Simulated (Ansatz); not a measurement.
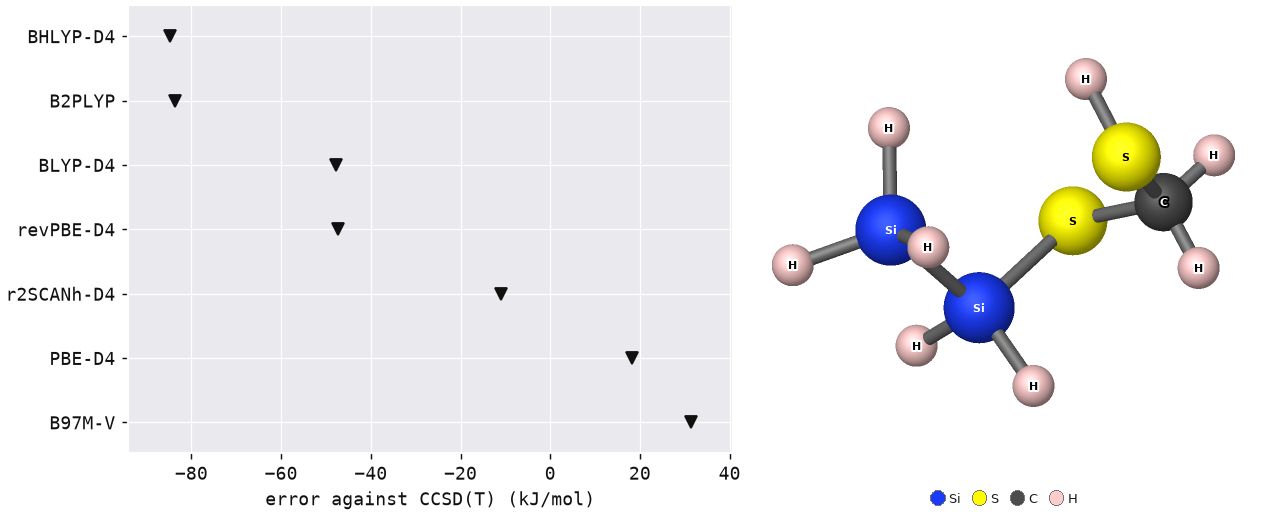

Error in the electronic atomisation energy (method less reference, so positive means overbinding) of CH₈S₂Si₂, SMILES [SiH3][SiH2]SCS: functionals in def2-TZVPP against frozen-core CCSD(T) at the limit (MP2 extrapolated from triple and quadruple zeta, plus CCSD(T) less MP2 in a smaller set), which gives 4051.8 kJ/mol, at a PBE0-D4/def2-TZVP geometry (a minimum by its frequencies), no zero-point or spin-orbit term, the Ansatz code 0.2.0. The reference leaves out core correlation, a term that grows with the number of heavy atoms. B2PLYP holds a correlation term that converges slowly with the basis, so part of the distance to the limit is basis error. No dispersion term is added to B2PLYP.

What range do the values span?

From −84.8 kJ/mol (BHLYP-D4) to 31.3 kJ/mol (B97M-V).

Which of these levels overbind, and which underbind?

Overbind: B97M-V. Underbind: BHLYP-D4, B2PLYP, BLYP-D4 and revPBE-D4. Within 25 kJ/mol of zero, too close to call in view of what the reference leaves out: r2SCANh-D4 and PBE-D4.

Limits of at least one run: one conformer of a flexible molecule.
